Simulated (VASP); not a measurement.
Band structure of HgI₂ (space group Cmc2_1). These are r2SCAN meta-GGA, VASP's PBE PAW potentials (set 64) (plane waves; VASP) values and carry that method's errors.

The path is coarsely sampled, so an indirect gap can come out somewhat too large. Unless said otherwise, spin-orbit coupling is left out, though it shifts the bands of the heavy elements here.

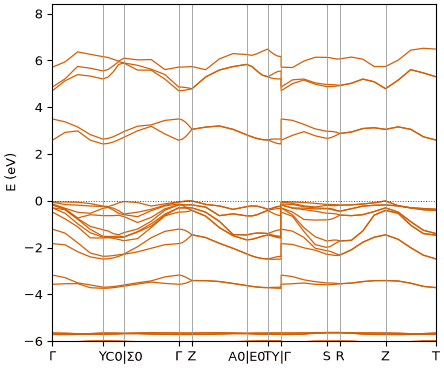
Figure. Bands along high-symmetry lines, zero at the valence-band maximum or, without a gap, the Fermi level

**Question.** Read the plot: is there a gap, and where are the band edges?

**Answer.** The gap is indirect, 2.43 eV, from the valence maximum at Γ-Z at 0.75 to the conduction minimum at Y.

The structure comes from a computed database's HgI2 entry (Cmc2_1); how it stands against other phases isn't given here. It was relaxed first.
